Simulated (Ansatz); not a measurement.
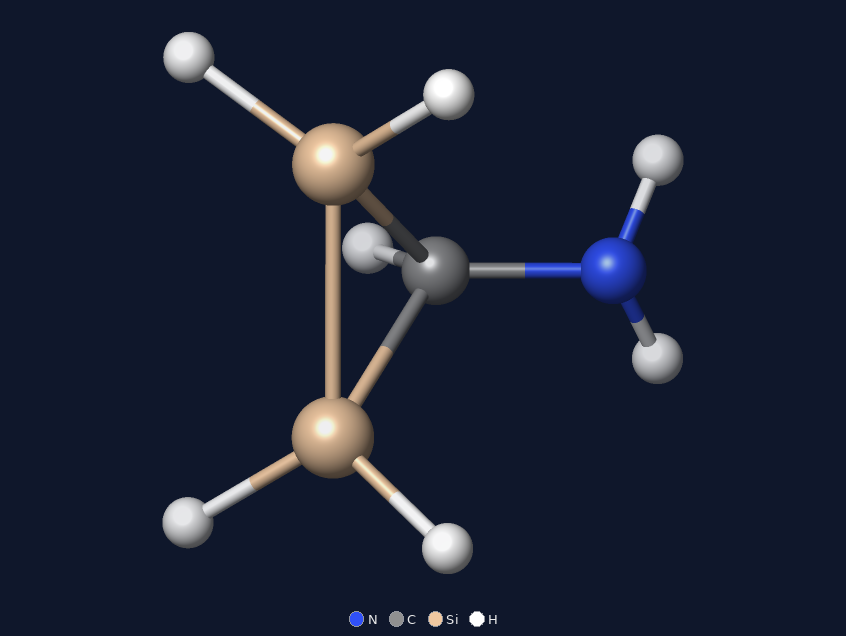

The geometry was computed by an optimisation with PBE-D4/def2-SVP. No frequency run is at hand to confirm it as a minimum.

Give the structural formula.

SMILES: NC1[SiH2][SiH2]1

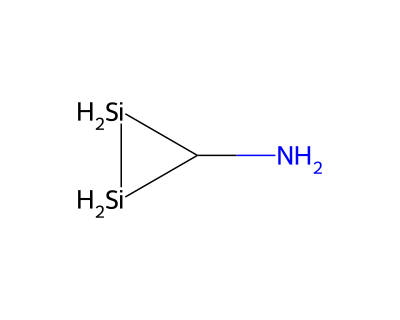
